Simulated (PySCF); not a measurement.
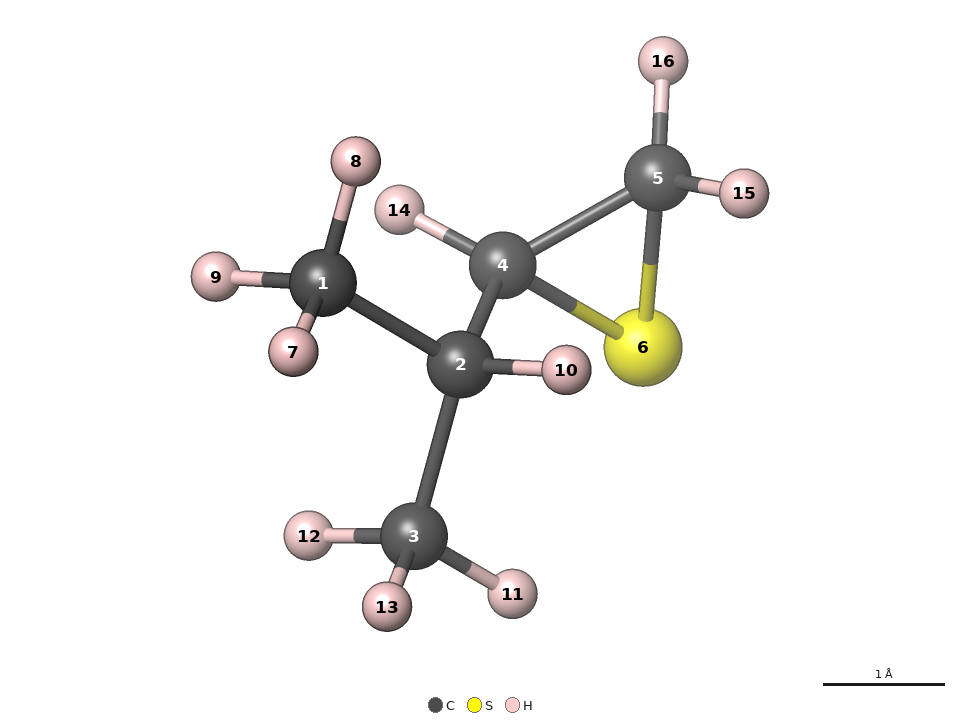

Orthographic view. Atoms fade into the background with distance from the viewer. Geometry: an image of a reaction path computed with GFN2-xTB, not a minimum.

Write a MOL file (V2000) with the atoms in numerical order, bonds sorted by atom number with the orders drawn, and coordinates in the frame of the picture: x right, y up, z towards the viewer, origin at the mean position.

```
C5H10S
                    3D

 16 16  0  0  0  0  0  0  0  0999 V2000
   -1.1800    0.4200    1.1700 C   0  0  0  0  0  0  0  0  0  0  0  0
   -0.0400   -0.2600    0.4100 C   0  0  0  0  0  0  0  0  0  0  0  0
   -0.4300   -1.6900    0.0300 C   0  0  0  0  0  0  0  0  0  0  0  0
    0.3100    0.5700   -0.8100 C   0  0  1  0  0  0  0  0  0  0  0  0
    1.6000    1.2900   -0.9100 C   0  0  0  0  0  0  0  0  0  0  0  0
    1.4800   -0.1200   -2.0200 S   0  0  0  0  0  0  0  0  0  0  0  0
   -1.4300   -0.1500    2.0600 H   0  0  0  0  0  0  0  0  0  0  0  0
   -0.9100    1.4300    1.4700 H   0  0  0  0  0  0  0  0  0  0  0  0
   -2.0700    0.4700    0.5400 H   0  0  0  0  0  0  0  0  0  0  0  0
    0.8400   -0.3000    1.0700 H   0  0  0  0  0  0  0  0  0  0  0  0
    0.3900   -2.1600   -0.5100 H   0  0  0  0  0  0  0  0  0  0  0  0
   -1.3000   -1.6800   -0.6200 H   0  0  0  0  0  0  0  0  0  0  0  0
   -0.6500   -2.2700    0.9100 H   0  0  0  0  0  0  0  0  0  0  0  0
   -0.5500    1.0300   -1.2900 H   0  0  0  0  0  0  0  0  0  0  0  0
    2.3100    1.1600   -0.1100 H   0  0  0  0  0  0  0  0  0  0  0  0
    1.6400    2.2600   -1.3900 H   0  0  0  0  0  0  0  0  0  0  0  0
  1  2  1  0
  1  7  1  0
  1  8  1  0
  1  9  1  0
  2  3  1  0
  2  4  1  0
  2 10  1  0
  3 11  1  0
  3 12  1  0
  3 13  1  0
  4  5  1  0
  4  6  1  0
  4 14  1  0
  5  6  1  0
  5 15  1  0
  5 16  1  0
M  END
```
